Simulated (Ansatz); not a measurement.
## Exact exchange and the HOMO–LUMO gap of C4H9Cl (1-chlorobutane)

C4H9Cl has 14 atoms, charge 0, and is taken as a singlet. SMILES: `CCCCCl`. The coordinates come from a PBE0-D4/def2-TZVP relaxation. This is one conformer, not always the lowest.

The HOMO–LUMO gap y, in eV, basis 6-31G(d); a is the functional's share of exact exchange. Programs: Ansatz 0.2.0.

```
functional  program     a  y (eV)
    r2SCAN   Ansatz     0    7.50
       PBE   Ansatz     0    6.88
     B3LYP   Ansatz   0.2    8.94
      PBE0   Ansatz  0.25       ?
   r2SCAN0   Ansatz  0.25    9.85
     BHLYP   Ansatz   0.5   12.02
```

Problem. Fit y = c + s·a to the known rows and predict PBE0.

Solution. 
1. Means of the 5 rows: a = 0.1900, y = 9.038.
2. Σ(Δa)² = 0.172, Σ(Δa·Δy) = 1.6744, so the slope is 1.6744/0.172 = 9.7349.
3. Intercept: 9.038 − (9.7349) × 0.1900 = 7.188. The largest residual of the fit is 0.31.
4. PBE0: 7.188 + (9.7349) × 0.25 = 9.62 eV.

The run gave 9.48 eV, so the prediction is off by +0.14 eV, within the scatter of the fit. Exact exchange lowers occupied levels and raises empty ones. The rows mix families of semi-local functionals, which the line can't see.

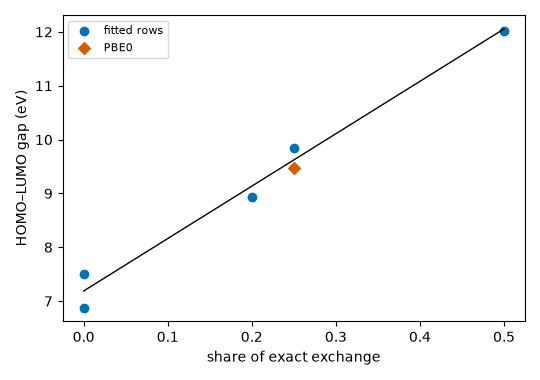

The fitted line, with the withheld row.
